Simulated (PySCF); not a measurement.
C₂H₉OSi₄ (SMILES [H]/[C]=C\[Si]1(O)[SiH2][SiH2][SiH2]1) (doublet)

| atom | x (Å) | y (Å) | z (Å) |
| --- | --- | --- | --- |
| C | 3.4611 | 0.0610 | -0.2275 |
| C | 2.2962 | 0.6000 | -0.1759 |
| Si | 0.6197 | -0.3839 | -0.0361 |
| O | 0.9248 | -1.9955 | -0.0781 |
| Si | -0.8252 | -0.0406 | 1.7941 |
| Si | -2.4923 | 0.6186 | 0.2622 |
| Si | -1.0443 | 0.3126 | -1.5723 |
| H | 3.8196 | -0.9468 | -0.2037 |
| H | 2.1512 | 1.6701 | -0.2072 |
| H | 1.5404 | -2.3864 | -0.6920 |
| H | -0.3899 | 1.0037 | 2.7359 |
| H | -1.1433 | -1.1671 | 2.6807 |
| H | -3.0181 | 1.9796 | 0.4372 |
| H | -3.7115 | -0.2020 | 0.2399 |
| H | -1.4743 | -0.6310 | -2.6158 |
| H | -0.7217 | 1.5166 | -2.3528 |

Geometry: GFN2-xTB.

Method: UKS B3LYP, pcH-1 on C H O Si, non-relativistic, mean-field spin-orbit, GIAO (PySCF 2.14.0, density-fitted response routines).

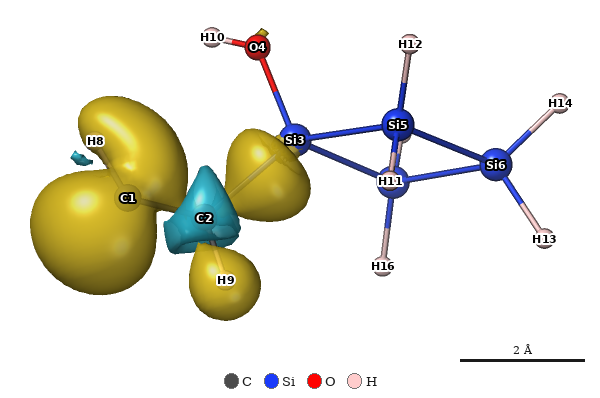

Figure 1. Isosurfaces of the spin density at +0.015 (yellow) and −0.015 e/Å³ (cyan), seen from one side.

Where is the unpaired spin?

Answer. The unpaired spin (1 electron) lies mostly on C1 (about 0.7) and Si3 (about 0.1), in electrons by Hirshfeld's partition.

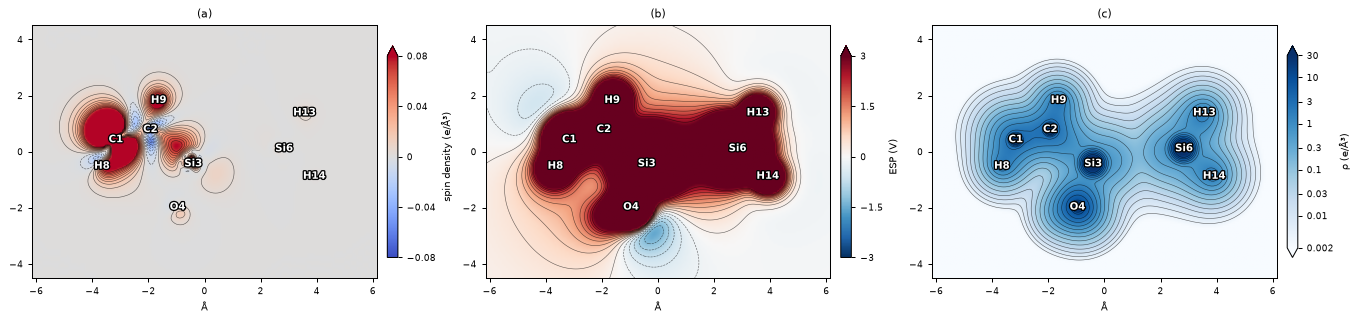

Figure 2. (a) spin density; (b) electrostatic potential; (c) total electron density on the plane of atoms C2, Si3 and O4.

What do the fields say about this system?

Answer. Atoms in the plane: C, Si, O and H. C–C (1.28 Å): the density is about 2.5 e/Å³ at the midpoint. Si–O (1.64 Å): ρ at the midpoint is about 1.1 e/Å³. C–Si (1.95 Å): ρ is about 0.82 e/Å³ halfway. C–H (1.07 Å): ρ at the midpoint is about 2.1 e/Å³. Si–H (1.47 Å): ρ at the midpoint is about 0.78 e/Å³.

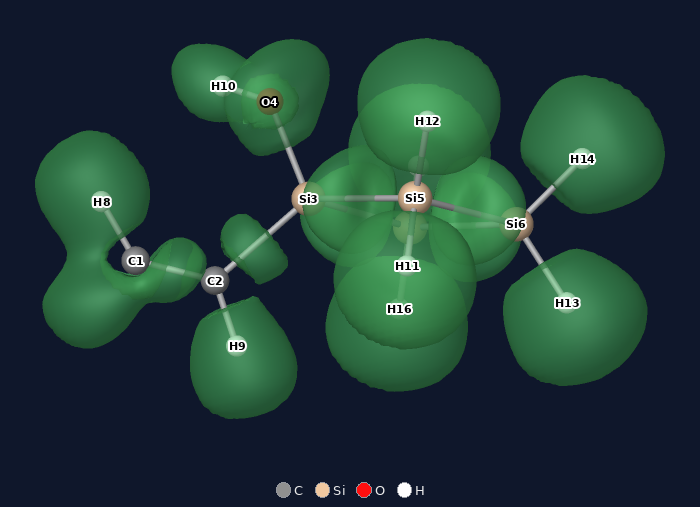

Figure 3. Isosurface of the electron localisation function at 0.75 (green), seen from one side. Core shells and regions of very low density are left out.

Identify the bonds, lone pairs and shells in this picture.

Answer. The ELF exceeds this value in one region between bonded C–Si atoms (shared pairs), four regions between bonded Si–Si atoms (shared pairs), seven regions around hydrogen nuclei, one joined region spread over several atoms (C, H), in which their bonds and any lone pairs are merged and one joined region spread over several atoms (H, O), in which their bonds and any lone pairs are merged. Along the contacts the grid gives the following. C–C (1.28 Å): the ELF peaks at about 0.90 between the atoms (a short, multiple covalent bond). Si–O (1.64 Å): the ELF peaks at about 0.90 between the atoms; a shared but strongly polarised pair.
